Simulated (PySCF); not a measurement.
**C₆H₁₀OSi₂: density, localisation and related maps**

```xyz
19

Si   -3.7527   -0.2265   -0.9452
C    -2.3802   -0.1446    0.3290
C    -1.4355    0.8128    0.3598
Si   -0.0548    0.8730    1.6236
C     1.5559    0.6313    0.7105
C     1.8315    0.1900   -0.5594
C     3.2511    0.2022   -0.7025
C     3.7362    0.6493    0.4916
O     2.7310    0.9099    1.3429
H    -3.6059    0.9184   -1.8939
H    -3.6863   -1.5140   -1.7044
H    -5.0934   -0.1580   -0.2850
H    -2.3474   -0.9325    1.0965
H    -1.4618    1.6018   -0.4067
H    -0.0184    2.1917    2.3272
H    -0.2806   -0.2051    2.6353
H     1.0948   -0.1105   -1.3025
H     3.8350   -0.0818   -1.5753
H     4.7421    0.8286    0.8642
```

Geometry: PBE0-D3(BJ)/def2-SVP.

The calculation used PBE0/pcSseg-1, SCF density, gas phase, non-relativistic in PySCF 2.14.0.

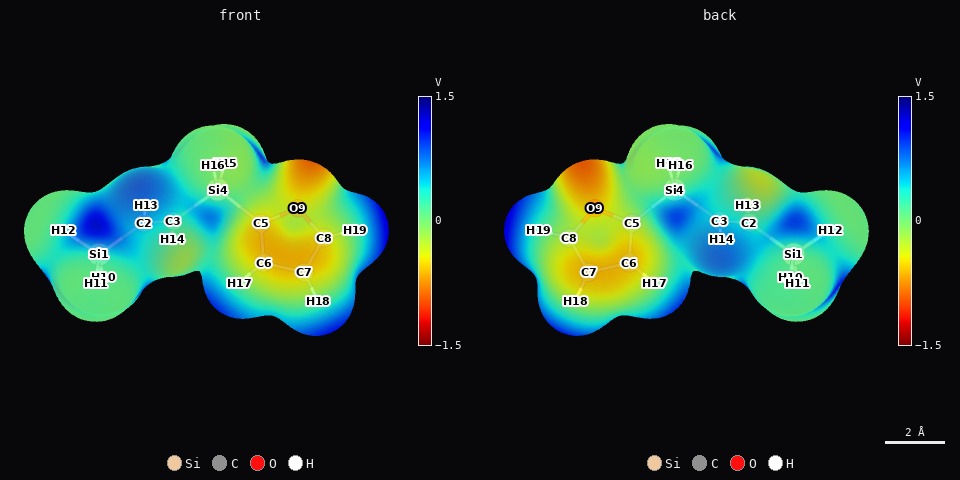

Figure 1. The molecular electrostatic potential painted on the density surface at 0.002 e/bohr³, seen from the front and from behind; the colour scale runs from red (negative) to blue (positive).

Q: Where is the surface potential most negative and most positive?

A: The most negative region (about −0.9 V, or −21 kcal/mol for a unit charge) lies over O9, the most positive (about +1.2 V, or +28 kcal/mol for a unit charge) over Si1 and H19.

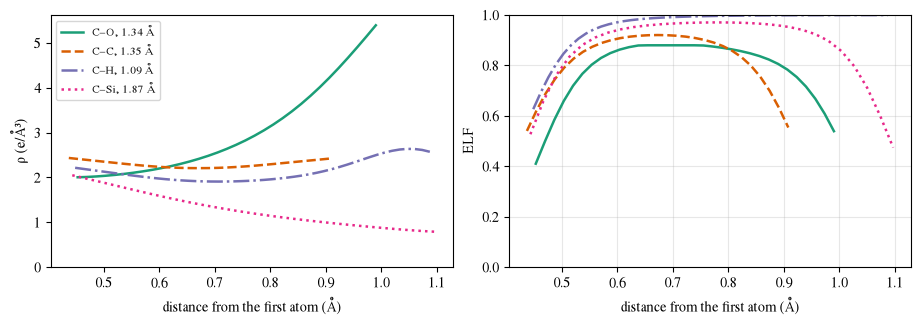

Figure 2. Electron density and electron localisation function along straight lines between neighbouring atoms. The curves leave out the atomic cores.

Q: What kind of bonding do the profiles show?

A: C–O (1.34 Å): ρ at the midpoint is about 2.4 e/Å³; the ELF peaks at about 0.90 between the atoms, as expected for a polar covalent bond.
C–C (1.35 Å): ρ at the midpoint is about 2.2 e/Å³; the ELF peaks at about 0.90 between the atoms; a covalent bond.
C–H (1.09 Å): ρ is about 2.1 e/Å³ halfway; the ELF climbs to about 1 towards the hydrogen, as it does in any bond to H (a covalent bond by its length).
C–Si (1.87 Å): the density is about 0.95 e/Å³ at the midpoint; the ELF peaks at about 1 between the atoms, as expected for a covalent bond.
